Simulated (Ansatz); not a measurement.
# Abstraction of H: HCN + Sn(NH2)3 → CN + SnH(NH2)3

Species: HCN (hydrogen cyanide) `C#N`, singlet; Sn(NH2)3, doublet; CN, doublet; SnH(NH2)3, singlet. A radical takes H: the energy is the difference in strength between the C–H bond broken and the Sn–H bond made.

Shapes, held fixed at every level: PBE0-D4/def2-TZVP. Flexible molecules stand in one conformer, not always the lowest. Programs: Ansatz 0.2.0. Electronic energies: no zero-point or thermal term.

```tsv
level	kind	ΔE (kJ/mol)
HF/def2-TZVPP	Hartree–Fock	+205.1
PBE-D4/def2-TZVPP	GGA	+268.7
r2SCAN-D4/def2-TZVPP	meta-GGA	+261.4
PBE0-D4/def2-TZVPP	global hybrid	+263.7
wB97M-V/def2-TZVPP	range-separated hybrid	+267.7
wB97X-V/def2-TZVPP	range-separated hybrid	+255.6
B2PLYP/def2-TZVPP	double hybrid	+260.8
```

B2PLYP/def2-TZVPP gives ΔE = +260.8 kJ/mol; the levels span +205.1 to +268.7. The median of the levels is +261.4. No measured value is set beside it here. Spin contamination: CN (⟨S²⟩ up to 1.11). Open shells run unrestricted. For atoms past krypton def2 sets carry core potentials with scalar relativity. Outer-core shells of Sn are correlated, in sets that cover them unevenly.

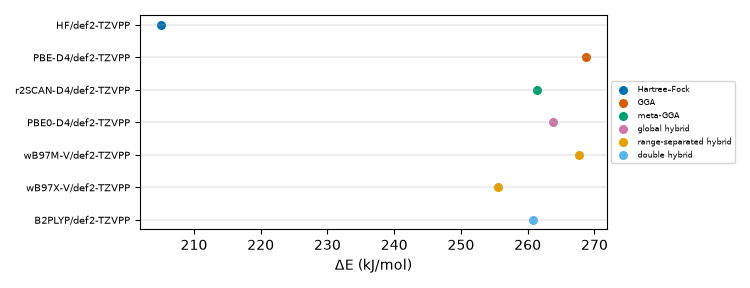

The values of the table, level by level.
